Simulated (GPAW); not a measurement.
Calculation of the molecule and its ions, with input and output: SnH₃O₂F

The run: calculation of the molecule and its ions of SnH₃O₂F, SMILES [OH][SnH]([OH])[F]. Method and program: PBE/real-space grid, scalar-relativistic datasets (GPAW 26.7.0).

The geometry comes from this level: GFN2-xTB.

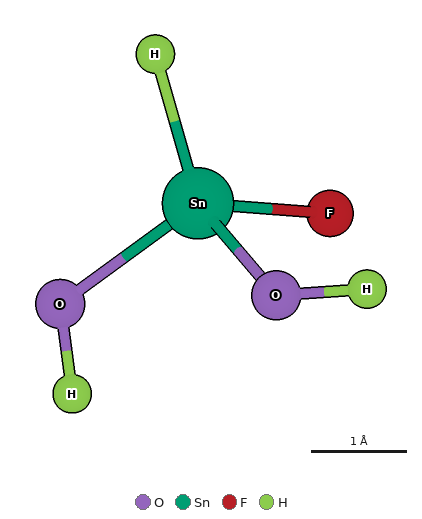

Figure 1. The input geometry (ball-and-stick view, seen at a tilt). Sticks mark near contacts. Bond lengths as drawn: F–Sn 1.93 Å, H–O 0.96 Å, H–Sn 1.64 Å and O–Sn 1.89 to 1.91 Å.

**Summary**

```json
{"quantity": "outcome", "value": "converged"}
{"quantity": "ionisation energy", "value": "10.95 eV"}
{"quantity": "hardware", "value": "1 thread of Intel Xeon (Granite Rapids), 12 GiB of memory available, shared host"}
{"quantity": "wall time", "value": "55 s"}
{"quantity": "peak memory", "value": "0.7 GiB"}
```

**Remarks**

On so coarse a grid the energy depends on the position of the molecule, which gives spurious forces.

**Input file (molecule.py)**
```python
from ase import Atoms
from gpaw import GPAW

# Atomic positions
system = Atoms(["O", "Sn", "O", "F", "H", "H", "H"],
    positions=[[ -0.430890,   1.095330,  -1.067340],
               [ -0.110920,   0.046780,   0.501920],
               [  1.643440,  -0.641480,   0.335910],
               [ -1.341420,  -1.405990,   0.201170],
               [ -1.324140,   1.049650,  -1.412920],
               [ -0.366790,   0.646450,   2.009010],
               [  1.930710,  -0.790730,  -0.567760]])
system.center(vacuum=4.5)

energies = {}
for name, charge, unpaired in [("neutral", 0, 0), ("oxidised", 1, 1)]:
    system.set_initial_magnetic_moments([unpaired / len(system)] * len(system))
    calc = GPAW(mode="fd",
                h=0.25,
                xc="PBE",
                charge=charge,
                occupations={"name": "fermi-dirac", "width": 0.0, "fixmagmom": unpaired > 0},
                maxiter=100,
                symmetry="off",
                txt=f'{name}.txt')
    system.calc = calc
    energies[name] = system.get_potential_energy()
    print(f'{name:10} {energies[name]:12.5f} eV')

ip = energies["oxidised"] - energies["neutral"]
print(f"Vertical IP             {ip:.3f} eV")
```

Launched with:
```bash
python molecule.py > molecule.log
```

**The program's output**
```
neutral       -34.12713 eV
oxidised      -23.17295 eV
Vertical IP             10.954 eV
```
